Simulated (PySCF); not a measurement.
# C3H8B2O: NMR shifts at several levels of theory, part 2 of 2

PySCF 2.14.0. Atoms count from 0. The steps go on from the part before.

## 8. Shielding tensors: wB97X-D/pcSseg-1

The job: settings as JSON, then the geometry in Å.

```
{"job": {"kind": "nmr", "xc": "wB97X-D", "basis": "pcSseg-1", "pop": false}, "charge": 0, "multiplicity": 1}
B      2.493519    -0.792911    -0.466036
O      1.482818    -0.096226     0.047746
B      0.434183     0.569241     0.560677
C     -1.019543     0.089898     0.272208
C     -2.019278     0.812905     0.808248
C     -1.267650    -1.125318    -0.572993
H      2.913123    -0.492370    -1.561851
H      2.960730    -1.704784     0.180201
H      0.662378     1.544110     1.243314
H     -3.074757     0.555733     0.657914
H     -1.810836     1.694675     1.422342
H     -2.340536    -1.321048    -0.717638
H     -0.802496    -1.018724    -1.566856
H     -0.816329    -2.022360    -0.117206
```

With the program's defaults for keys left out, this is: GIAO wB97X-D/pcSseg-1 NMR shielding, non-relativistic, gas phase.

Standard output:

```text
coarse grid: 11480 points
cycle   1  E = -243.8790628531  dE =  6.644e-01  |g| = 6.282e-01  |ddm| = 3.053e+00
cycle   2  E = -243.8514340029  dE =  2.763e-02  |g| = 7.927e-01  |ddm| = 7.225e-01
cycle   3  E = -243.9575313298  dE = -1.061e-01  |g| = 5.229e-02  |ddm| = 4.200e-01
cycle   4  E = -243.9581798310  dE = -6.485e-04  |g| = 2.694e-02  |ddm| = 6.623e-02
cycle   5  E = -243.9583744667  dE = -1.946e-04  |g| = 2.698e-03  |ddm| = 2.527e-02
cycle   6  E = -243.9583771807  dE = -2.714e-06  |g| = 8.679e-04  |ddm| = 5.612e-03
final grid: 110224 points
cycle   7  E = -244.0010398287  dE = -1.456e-04  |g| = 3.370e-03  |ddm| = 3.617e-02
cycle   8  E = -244.0010426036  dE = -2.775e-06  |g| = 1.986e-03  |ddm| = 7.296e-03
cycle   9  E = -244.0010433921  dE = -7.885e-07  |g| = 7.420e-04  |ddm| = 1.713e-03
cycle  10  E = -244.0010435032  dE = -1.111e-07  |g| = 2.852e-04  |ddm| = 9.904e-04
cycle  11  E = -244.0010435223  dE = -1.904e-08  |g| = 5.966e-05  |ddm| = 2.310e-04
cycle  12  E = -244.0010435237  dE = -1.457e-09  |g| = 1.980e-05  |ddm| = 1.169e-04
cycle  13  E = -244.0010435239  dE = -1.820e-10  |g| = 1.088e-05  |ddm| = 3.098e-05
converged SCF energy = -244.0010435239

GIAO shielding tensors (ppm)
atom      isotropic    diamagn.    paramagn.     s11        s22        s33       span
  0 B       60.255     194.895    -134.639     15.046     57.311    108.409     93.363
  1 O       28.184     391.157    -362.972   -115.268     64.441    135.379    250.648
  2 B       63.021     196.336    -133.315     31.350     62.942     94.771     63.421
  3 C       30.317     262.305    -231.988    -89.396      1.750    178.598    267.994
  4 C       32.527     253.117    -220.589    -93.141     46.524    144.199    237.340
  5 C      163.523     246.554     -83.031    153.484    154.386    182.698     29.214
  6 H       26.029      29.701      -3.671     25.536     25.736     26.816      1.280
  7 H       26.037      29.455      -3.419     25.535     25.731     26.845      1.310
  8 H       26.196      30.798      -4.601     24.448     26.214     27.927      3.479
  9 H       24.902      29.971      -5.069     21.146     24.932     28.627      7.481
 10 H       25.061      30.787      -5.727     21.537     24.936     28.709      7.171
 11 H       29.648      29.633       0.015     25.902     28.611     34.429      8.527
 12 H       29.511      30.500      -0.988     25.609     28.437     34.488      8.878
 13 H       29.524      30.014      -0.490     25.755     28.180     34.637      8.882
```

Wall time 13 s (1 thread of Arm Neoverse V1, shared host); peak memory 0.73 GiB.

Key values: δ C3 154.2, C4 152.0, C5 21.0, B0 41.4, H9 6.48, H10 6.32 ppm.

## 9. Shielding tensors: LC-wPBE/pcSseg-1

Same as in step 8 but for these lines:

```diff
@@ -1,2 +1,2 @@
-{"job": {"kind": "nmr", "xc": "wB97X-D", "basis": "pcSseg-1", "pop": false}, "charge": 0, "multiplicity": 1}
+{"job": {"kind": "nmr", "xc": "LC-wPBE", "basis": "pcSseg-1", "pop": false}, "charge": 0, "multiplicity": 1}
 B      2.493519    -0.792911    -0.466036
```

Method: GIAO LC-wPBE/pcSseg-1 NMR shielding, non-relativistic, gas phase.

Standard output:

```text
coarse grid: 11480 points
cycle   1  E = -243.7799181532  dE =  7.636e-01  |g| = 6.129e-01  |ddm| = 3.030e+00
cycle   2  E = -243.7806725803  dE = -7.544e-04  |g| = 6.961e-01  |ddm| = 6.371e-01
cycle   3  E = -243.8586882596  dE = -7.802e-02  |g| = 4.926e-02  |ddm| = 3.496e-01
cycle   4  E = -243.8595445508  dE = -8.563e-04  |g| = 1.903e-02  |ddm| = 7.719e-02
cycle   5  E = -243.8596466055  dE = -1.021e-04  |g| = 3.204e-03  |ddm| = 2.143e-02
cycle   6  E = -243.8596514045  dE = -4.799e-06  |g| = 7.652e-04  |ddm| = 7.033e-03
final grid: 110224 points
cycle   7  E = -243.9106690861  dE = -4.667e-05  |g| = 3.963e-03  |ddm| = 2.214e-02
cycle   8  E = -243.9106708379  dE = -1.752e-06  |g| = 3.288e-03  |ddm| = 4.623e-03
cycle   9  E = -243.9106728311  dE = -1.993e-06  |g| = 5.868e-04  |ddm| = 1.878e-03
cycle  10  E = -243.9106728925  dE = -6.139e-08  |g| = 2.322e-04  |ddm| = 4.008e-04
cycle  11  E = -243.9106729044  dE = -1.196e-08  |g| = 4.054e-05  |ddm| = 2.207e-04
cycle  12  E = -243.9106729052  dE = -7.494e-10  |g| = 1.758e-05  |ddm| = 7.185e-05
converged SCF energy = -243.9106729052

GIAO shielding tensors (ppm)
atom      isotropic    diamagn.    paramagn.     s11        s22        s33       span
  0 B       57.007     194.919    -137.912      6.587     52.947    111.486    104.899
  1 O       30.449     391.240    -360.792   -110.689     66.257    135.778    246.466
  2 B       60.309     196.094    -135.785     24.466     59.064     97.396     72.930
  3 C       31.741     262.816    -231.075    -95.021      6.730    183.513    278.533
  4 C       32.006     252.755    -220.749   -100.664     46.800    149.882    250.546
  5 C      168.372     245.962     -77.590    158.933    159.464    186.720     27.787
  6 H       25.870      29.533      -3.664     25.426     25.598     26.584      1.158
  7 H       25.876      29.294      -3.418     25.421     25.596     26.612      1.192
  8 H       26.004      30.586      -4.581     24.312     25.964     27.737      3.425
  9 H       24.741      29.933      -5.192     20.789     24.713     28.721      7.932
 10 H       24.871      30.666      -5.795     21.221     24.777     28.615      7.394
 11 H       29.575      29.673      -0.098     25.576     28.491     34.657      9.081
 12 H       29.513      30.303      -0.790     25.494     28.339     34.706      9.212
 13 H       29.523      29.856      -0.332     25.641     28.087     34.843      9.201
```

Run time: 20 s. Hardware: 1 thread of Arm Neoverse V1, shared host; peak memory 0.69 GiB.

Key values: δ C3 156.8, C4 156.6, C5 20.2, B0 44.2, H9 6.59, H10 6.45 ppm.

## 10. Shielding tensors: PBE0/STO-3G

Same as in step 9 but for these lines:

```diff
@@ -1,2 +1,2 @@
-{"job": {"kind": "nmr", "xc": "LC-wPBE", "basis": "pcSseg-1", "pop": false}, "charge": 0, "multiplicity": 1}
+{"job": {"kind": "nmr", "xc": "PBE0", "basis": "STO-3G", "pop": true}, "charge": 0, "multiplicity": 1}
 B      2.493519    -0.792911    -0.466036
```

Method: GIAO PBE0/STO-3G NMR shielding, non-relativistic, gas phase.

Standard output:

```text
coarse grid: 11480 points
cycle   1  E = -240.7199991310  dE =  5.414e-01  |g| = 4.709e-01  |ddm| = 4.573e+00
cycle   2  E = -240.5531099563  dE =  1.669e-01  |g| = 9.785e-01  |ddm| = 1.512e+00
cycle   3  E = -240.7928573297  dE = -2.397e-01  |g| = 5.073e-02  |ddm| = 9.366e-01
cycle   4  E = -240.7935996444  dE = -7.423e-04  |g| = 2.409e-02  |ddm| = 1.014e-01
cycle   5  E = -240.7937530128  dE = -1.534e-04  |g| = 1.162e-02  |ddm| = 3.942e-02
cycle   6  E = -240.7937936241  dE = -4.061e-05  |g| = 5.080e-04  |ddm| = 1.388e-02
cycle   7  E = -240.7937937090  dE = -8.494e-08  |g| = 1.144e-04  |ddm| = 8.053e-04
final grid: 110224 points
cycle   8  E = -240.7729965661  dE = -1.837e-06  |g| = 8.179e-03  |ddm| = 1.862e-02
cycle   9  E = -240.7729737951  dE =  2.277e-05  |g| = 1.234e-02  |ddm| = 2.249e-02
cycle  10  E = -240.7730159054  dE = -4.211e-05  |g| = 7.151e-04  |ddm| = 1.346e-02
cycle  11  E = -240.7730160529  dE = -1.475e-07  |g| = 2.738e-04  |ddm| = 1.149e-03
cycle  12  E = -240.7730160751  dE = -2.218e-08  |g| = 5.196e-05  |ddm| = 3.474e-04
cycle  13  E = -240.7730160758  dE = -7.050e-10  |g| = 1.496e-05  |ddm| = 6.635e-05
converged SCF energy = -240.7730160758

GIAO shielding tensors (ppm)
atom      isotropic    diamagn.    paramagn.     s11        s22        s33       span
  0 B       88.971     199.762    -110.791     54.931     78.082    133.901     78.970
  1 O      160.415     385.998    -225.582    -56.449    242.220    295.475    351.924
  2 B       91.844     201.657    -109.813     64.659     85.262    125.612     60.953
  3 C      115.397     252.926    -137.529     25.227     96.519    224.446    199.220
  4 C      110.825     252.804    -141.979     14.832    117.248    200.396    185.564
  5 C      210.705     245.584     -34.878    202.781    204.071    225.264     22.482
  6 H       27.489      31.064      -3.575     27.092     27.172     28.205      1.113
  7 H       27.499      30.776      -3.277     27.096     27.182     28.218      1.122
  8 H       27.344      32.439      -5.095     25.550     27.087     29.394      3.844
  9 H       26.544      30.449      -3.906     23.274     25.651     30.705      7.431
 10 H       26.205      31.206      -5.000     23.535     25.096     29.985      6.449
 11 H       30.966      30.412       0.555     26.126     29.056     37.717     11.592
 12 H       31.182      31.882      -0.700     26.511     29.441     37.594     11.083
 13 H       31.185      31.402      -0.217     26.654     29.240     37.661     11.006
```

Wall time 3.2 s (1 thread of Arm Neoverse V1, shared host); peak memory 0.35 GiB.

This run: δ C4 123.9, C3 119.3, C5 24.0, B0 39.8, H10 6.40, H9 6.06 ppm.

## 11. Nuclear shieldings: PBE0/6-31G

Same as in step 10 but for these lines:

```diff
@@ -1,2 +1,2 @@
-{"job": {"kind": "nmr", "xc": "PBE0", "basis": "STO-3G", "pop": true}, "charge": 0, "multiplicity": 1}
+{"job": {"kind": "nmr", "xc": "PBE0", "basis": "6-31G", "pop": true}, "charge": 0, "multiplicity": 1}
 B      2.493519    -0.792911    -0.466036
```

Level: GIAO PBE0/6-31G NMR shielding, non-relativistic, gas phase.

Standard output:

```text
coarse grid: 11480 points
cycle   1  E = -243.7100852040  dE =  5.299e-01  |g| = 5.877e-01  |ddm| = 3.300e+00
cycle   2  E = -243.5780165933  dE =  1.321e-01  |g| = 1.010e+00  |ddm| = 1.133e+00
cycle   3  E = -243.7810547691  dE = -2.030e-01  |g| = 1.124e-01  |ddm| = 7.685e-01
cycle   4  E = -243.7839805906  dE = -2.926e-03  |g| = 3.231e-02  |ddm| = 1.405e-01
cycle   5  E = -243.7842504193  dE = -2.698e-04  |g| = 1.130e-02  |ddm| = 3.845e-02
cycle   6  E = -243.7842845841  dE = -3.416e-05  |g| = 2.639e-03  |ddm| = 1.296e-02
cycle   7  E = -243.7842865093  dE = -1.925e-06  |g| = 3.083e-04  |ddm| = 3.001e-03
final grid: 110224 points
cycle   8  E = -243.7393854564  dE = -1.482e-05  |g| = 7.821e-03  |ddm| = 2.003e-02
cycle   9  E = -243.7393729958  dE =  1.246e-05  |g| = 1.133e-02  |ddm| = 1.632e-02
cycle  10  E = -243.7394003725  dE = -2.738e-05  |g| = 1.575e-03  |ddm| = 9.379e-03
cycle  11  E = -243.7394009391  dE = -5.666e-07  |g| = 2.100e-04  |ddm| = 1.546e-03
cycle  12  E = -243.7394009487  dE = -9.603e-09  |g| = 7.732e-05  |ddm| = 2.313e-04
cycle  13  E = -243.7394009497  dE = -1.036e-09  |g| = 4.271e-05  |ddm| = 9.797e-05
cycle  14  E = -243.7394009503  dE = -5.417e-10  |g| = 2.821e-06  |ddm| = 5.027e-05
converged SCF energy = -243.7394009503

GIAO shielding tensors (ppm)
atom      isotropic    diamagn.    paramagn.     s11        s22        s33       span
  0 B       75.361     195.147    -119.786     29.827     77.057    119.199     89.372
  1 O       30.205     402.200    -371.995   -105.337     61.137    134.814    240.151
  2 B       78.191     196.141    -117.950     47.070     80.592    106.911     59.840
  3 C       56.495     252.620    -196.125    -48.267     28.629    189.122    237.390
  4 C       57.201     257.830    -200.629    -52.369     64.383    159.588    211.957
  5 C      178.190     248.990     -70.800    168.750    169.222    196.597     27.848
  6 H       26.134      29.606      -3.472     25.671     25.955     26.775      1.104
  7 H       26.139      29.399      -3.260     25.688     25.948     26.781      1.093
  8 H       26.509      30.491      -3.982     25.087     26.195     28.245      3.158
  9 H       25.983      30.476      -4.493     22.567     26.231     29.152      6.585
 10 H       25.966      31.098      -5.132     22.884     25.822     29.192      6.307
 11 H       30.792      30.711       0.080     27.045     29.597     35.734      8.689
 12 H       30.509      30.717      -0.208     26.392     29.595     35.541      9.149
 13 H       30.523      30.472       0.051     26.556     29.330     35.682      9.127
```

Run time: 6 s. Hardware: 1 thread of Arm Neoverse V1, shared host; peak memory 0.46 GiB.

In short: δ C3 143.0, C4 142.3, C5 21.3, B0 37.8, H10 6.65, H9 6.63 ppm.

## 12. Run by run: NMR shifts

Shifts (ppm) of some atoms, chosen among heavy atoms and hydrogens apart, means over like atoms, with basis size and wall time:

| run | C3 | C4 | H6 | H8 | B0 | B2 | O1 | functions | time |
| --- | --- | --- | --- | --- | --- | --- | --- | --- | --- |
| PBE0/pcSseg-1 | 154.3 | 151.4 | 5.50 | 5.29 | 42.4 | 38.8 | 324.9 | 142 | 11 s |
| mPW1PW91/pcSseg-1 | 154.0 | 151.3 | 5.46 | 5.25 | 42.1 | 38.7 | 321.2 | 142 | 10 s |
| WP04/pcSseg-1 | 152.3 | 148.3 | 4.76 | 4.63 | 40.0 | 38.1 | 278.5 | 142 | 10 s |
| B97-2/pcSseg-1 | 150.3 | 147.5 | 5.38 | 5.17 | 40.2 | 37.3 | 309.4 | 142 | 10 s |
| BHandHLYP/pcSseg-1 | 155.7 | 152.1 | 5.25 | 5.07 | 43.6 | 41.0 | 302.2 | 142 | 9.7 s |
| CAM-B3LYP/pcSseg-1 | 157.9 | 153.4 | 5.42 | 5.22 | 44.5 | 40.9 | 325.4 | 142 | 13 s |
| wB97X-D/pcSseg-1 | 154.2 | 152.0 | 5.35 | 5.18 | 41.4 | 38.6 | 305.0 | 142 | 13 s |
| LC-wPBE/pcSseg-1 | 156.8 | 156.6 | 5.45 | 5.32 | 44.2 | 40.9 | 308.3 | 142 | 20 s |
| PBE0/STO-3G | 119.3 | 123.9 | 5.11 | 5.26 | 39.8 | 36.9 | 181.3 | 38 | 3.2 s |
| PBE0/6-31G | 143.0 | 142.3 | 6.48 | 6.10 | 37.8 | 35.0 | 288.3 | 70 | 6 s |

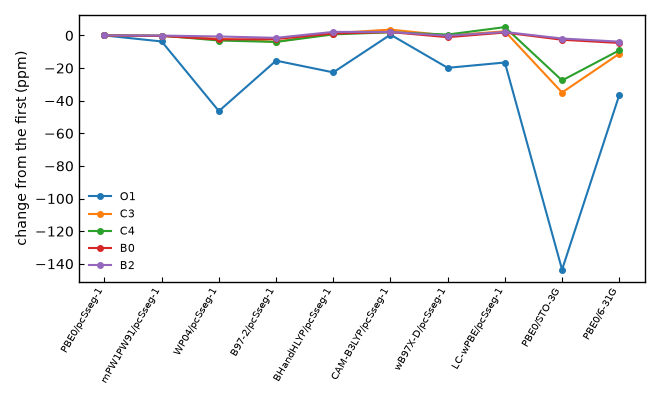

How five of the tabulated atoms move from run to run.

## 13. Results

This closing draws on all 2 parts.

```
                                                              quantity                                             value
                                13C shifts against TMS (PBE0/pcSseg-1)                            154.3, 151.4, 21.2 ppm
1H shifts against TMS (PBE0/pcSseg-1, means over atoms taken as alike)                  6.49, 6.35, 5.50, 5.29, 1.85 ppm
                           11B shifts against BF3·OEt2 (PBE0/pcSseg-1)                                    42.4, 38.8 ppm
                                17O shifts against H2O (PBE0/pcSseg-1)                                         324.9 ppm
                                              range of the shift of O1                                181.3 to 325.4 ppm
                                         property runs in this session  10, of which 0 failed and 1 gave unsound results
```

In words: Single values in the summary come from the first run of each kind that ended normally (PBE0/pcSseg-1), which need not be the best level. C3 (fully substituted alkene carbon) lies farthest downfield among carbon, at 154.3 ppm; the olefinic region. In ppm, O1 moves most: its shift spreads over 144.1 ppm, from 181.3 (PBE0/STO-3G) to 325.4 (CAM-B3LYP/pcSseg-1). A minimal basis is unusable for shieldings, so that end is no result.
